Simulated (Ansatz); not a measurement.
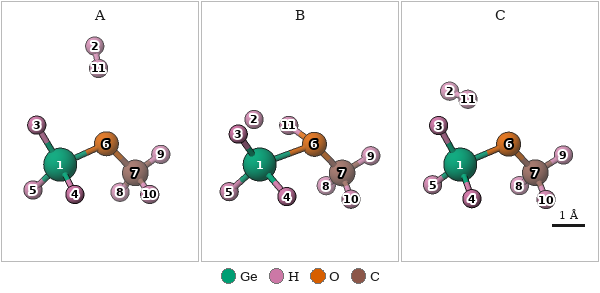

3 geometries from a converged minimum-energy path of CH₈GeO, made up at the start of GeH$_{4}$ and CH4O, shuffled. A ball-and-stick model, seen at a tilt.

Method: RKS B3LYP-D4/def2-mTZVP (Ansatz). Settings: 9 movable images; climbing image; force threshold 0.05 eV/Å; iteration limit 46; starting path through a guess of the saddle point.

> Which frame is the top of the path?

B. In order along the path, whose images run from 0 to 10: B (image 4, +194.3 kJ/mol), C (image 6, +2.7 kJ/mol), A (image 8, +1.4 kJ/mol). Breaking: Ge1–H2 (1.54 → 1.99 at the top → 4.42 Å), O6–H11 (0.97 → 1.15 at the top → 2.49 Å). Forming: Ge1–O6 (3.21 → 2.02 at the top → 1.80 Å), H2–H11 (3.04 → 1.10 at the top → 0.74 Å).

Limits of the set-up: the start holds two separate molecules, 3.0 Å apart at their closest, whose relative position is a soft coordinate.

The run took 10 min on 2 threads of Intel(R) Xeon(R) Platinum 8259CL CPU @ 2.50GHz (Skylake/Cascade Lake), with other jobs on the host, peak memory 0.26 GiB.
